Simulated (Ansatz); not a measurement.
# One shape, several levels: AlH2O (SMILES [O][AlH2])

We compute a comparison of 6 runs (U-wB97X/STO-3G, UB2PLYP/STO-3G, UCAM-B3LYP/STO-3G, UPBE0/STO-3G, UMP2/STO-3G, UCCSD/STO-3G) of AlH2O. 

Program for the calculation: Ansatz 0.2.0.

51 further runs of the same task are left out: 1 that didn't finish, 50 set aside as unsound or not needed.

## 1. The structure to begin with

AlH2O: 4 atoms, total charge 0, spin state doublet. As SMILES, `[O][AlH2]`. The H3–Al2 distance was set to 3.946 Å, away from the relaxed value. At this shape a bond of the SMILES string is far longer than usual.

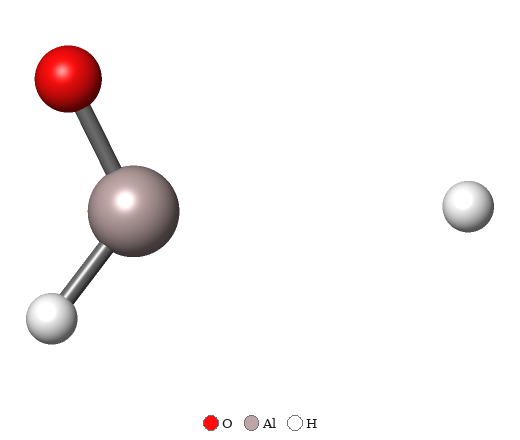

The structure, seen from a chosen angle (oxygen red, aluminium light grey, hydrogen white).

## 2. The energy at U-wB97X/STO-3G (run 1)

File in.yaml:

```yaml
crystal:
  periodic: [false, false, false]
  atoms:
    - {symbol: O, position_ang: [1.803976, -0.270241, 2.894822]}
    - {symbol: Al, position_ang: [1.752676, 0.615959, 1.413022]}
    - {symbol: H, position_ang: [-1.149600, -0.360800, -1.076000]}
    - {symbol: H, position_ang: [2.872476, 1.712859, 1.228122]}
basis:
  gaussian: {orbitals: STO-3G}
magnetization: {spin_polarized: true, initial_magnetization: 1}
hamiltonian: {xc: {name: wB97X}}
accuracy: high
```

The run is started by

```console
$ ansatz run in.yaml --threads 1 --pin off --max-ram 2610MiB --events-out events.jsonl --progress --plain --runs-dir runs
```

Output:

```text
Warning: RAYON_NUM_THREADS=1 ignored (pool sized by the plan → 1); use --threads N
Functional definition: wB97X
  name "wB97X"
  parameter omega = 0.3/bohr
  parameter cx = 0.157706
  parameter cx1 = 0.726479
  parameter cx2 = 1.04760
  parameter cx3 = -5.70635
  parameter cx4 = 13.2794
  parameter css1 = -4.33879
  parameter css2 = 18.2308
  parameter css3 = -31.7430
  parameter css4 = 17.2901
  parameter cos1 = 2.37031
  parameter cos2 = -11.3995
  parameter cos3 = 6.58405
  parameter cos4 = -3.78132
  exchange = spin_sum(e_x_unif_sr(omega)*poly(b97_u_x, 1 - cx, cx1, cx2, cx3, cx4)) + cx*exact_x_sr(omega)
      + exact_x_lr(omega)
  correlation = spin_sum(e_c_pw_same_spin*poly(b97_u_same, 1, css1, css2, css3, css4))
      + integral(e_c_pw_opposite_spin*poly(b97_u_opposite, 1, cos1, cos2, cos3, cos4))
259 factors; integrals over basis functions are off by at most 2.5e-8 eV
118 factors; integrals over basis functions are off by at most 8.3e-10 eV
mean field evaluation 1: about -8549.5916 eV, gradient 3.1e1 eV
mean field evaluation 2: about -8466.7005 eV, gradient 1.0e2 eV
mean field evaluation 4: about -8560.5776 eV, gradient 5.1e0 eV
mean field evaluation 8: about -8560.7181 eV, gradient 1.7e-1 eV
mean field evaluation 16: about -8561.0955 eV, gradient 1.4e-2 eV
mean field evaluation 32: about -8560.5221 eV, gradient 9.1e-2 eV
mean field evaluation 64: about -8560.5220 eV, gradient 8.7e-2 eV
mean field evaluation 96: about -8561.0917 eV, gradient 2.9e-1 eV
mean field -8561.09549106 eV, -314.6144563774 hartree, gradient 2.8e-8 eV, S^2 1.412467; 6 other end points of the search recorded, 0 dependent functions left out
reference -8561.09549103 eV, -314.6144563766 hartree; 12, 11 occupied and 4, 5 virtual orbitals, 259 factors
Total energy: -8561.09549103 eV, -314.6144563766 hartree
```

It took 33 s on 1 thread of Arm Neoverse V1, shared host; peak memory 0.35 GiB.

## 3. A single-point energy at UB2PLYP/STO-3G (run 2)

in.yaml, as its differences from that of step 2:

```diff
@@ -10,3 +10,4 @@
 magnetization: {spin_polarized: true, initial_magnetization: 1}
-hamiltonian: {xc: {name: wB97X}}
+hamiltonian: {xc: {name: B2PLYP}}
+correlation: {frozen_orbitals: {Al: 5, H: 0, O: 1}}
 accuracy: high
```

The run is started by

```console
$ ansatz run in.yaml --threads 1 --pin off --max-ram 2610MiB --events-out events.jsonl --progress --plain --runs-dir runs
```

Output, cut to the lines that bear on the results:

```text
Warning: RAYON_NUM_THREADS=1 ignored (pool sized by the plan → 1); use --threads N
Functional definition: B2PLYP
  name "B2PLYP"
[...]
259 factors; integrals over basis functions are off by at most 2.5e-8 eV
[...]
mean field -8555.16497105 eV, -314.3965137868 hartree, gradient 2.5e-8 eV, S^2 1.575378; 6 other end points of the search recorded, 0 dependent functions left out
6 core orbitals not correlated: weight in the atoms' cores, before any rotation towards them, 1.000 or more for the frozen orbitals, at most 0.000 for the correlated occupied ones
reference -8555.16498942 eV, -314.3965144619 hartree; 6, 5 occupied and 4, 5 virtual orbitals, 259 factors
second order -1.99037078 eV of doubles, -0.00000000 eV of singles
Total energy: -8555.70238953 eV, -314.4162635517 hartree
```

Run time: 6 s. Hardware: 1 thread of Arm Neoverse V1, shared host; peak memory 0.12 GiB.

Runs 3 to 5 aren't shown in full; the table further down has their settings and results.

## 4. A single-point energy at UCCSD/STO-3G (run 6)

File job.yaml:

```yaml
basis:
  gaussian:
    orbitals: STO-3G
crystal:
  periodic: [false, false, false]
  atoms:
    - {symbol: O, position_ang: [1.803976, -0.270241, 2.894822]}
    - {symbol: Al, position_ang: [1.752676, 0.615959, 1.413022]}
    - {symbol: H, position_ang: [-1.149600, -0.360800, -1.076000]}
    - {symbol: H, position_ang: [2.872476, 1.712859, 1.228122]}
magnetization:
  spin_polarized: true
  initial_magnetization: 1
correlation:
  method: ccsd
  frozen_orbitals: {Al: 5, H: 0, O: 1}
accuracy: high
scf:
  omitted_lower_state_checks: [cluster_reference, increment]
```

The run is started by

```console
$ ansatz run job.yaml --threads 1 --pin off --max-ram 2610MiB --events-out events.jsonl --progress --plain --runs-dir runs
```

Output:

```text
Warning: RAYON_NUM_THREADS=1 ignored (pool sized by the plan → 1); use --threads N
[... 18 lines left out ...]
6 core orbitals not correlated: weight in the atoms' cores, before any rotation towards them, 1.000 or more for the frozen orbitals, at most 0.000 for the correlated occupied ones
[... 51 lines left out ...]
Total energy: -8541.99224210 eV, -313.9124249267 hartree
Checks for a lower state left out: cluster_reference, increment
```

It took 0.5 s on 1 thread of Arm Neoverse V1, shared host.

## 5. All runs side by side

```
run              level  frozen core orbitals  energy (Eh)   ⟨S²⟩  wall time
  1     U-wB97X/STO-3G                     –  -314.614456  1.412       33 s
  2     UB2PLYP/STO-3G                     6  -314.416264  1.575        6 s
  3  UCAM-B3LYP/STO-3G                     –  -314.583605  1.392      6.3 s
  4       UPBE0/STO-3G                     –  -314.461216  1.368      4.8 s
  5        UMP2/STO-3G                     6  -313.877599  1.683      0.4 s
  6       UCCSD/STO-3G                     6  -313.912425  1.683      0.5 s
```

## 6. Outcome

| quantity | value |
| --- | --- |
| run 6: total energy | -313.91242 Eh |
| run 6: correlation energy (6 core orbitals frozen) | -73.2 mEh |
| run 6: ⟨S²⟩ of the reference determinant | 1.683 |
| run 6: T1 diagnostic | 0.107 |

What this shows: Totals of different functionals can't be ranked against each other. In runs 1, 2, 3, 4, 5, 6 the basis is minimal, so the values are rough. Spin contamination of the reference: run 5 ⟨S²⟩ = 1.68, run 6 ⟨S²⟩ = 1.68, run 2 ⟨S²⟩ = 1.58, run 1 ⟨S²⟩ = 1.41, run 3 ⟨S²⟩ = 1.39, run 4 ⟨S²⟩ = 1.37. Where it is this large, the reference is a mixture of spin states, and values that rest on it are in doubt. All runs together took 51 s, the longest 33 s.
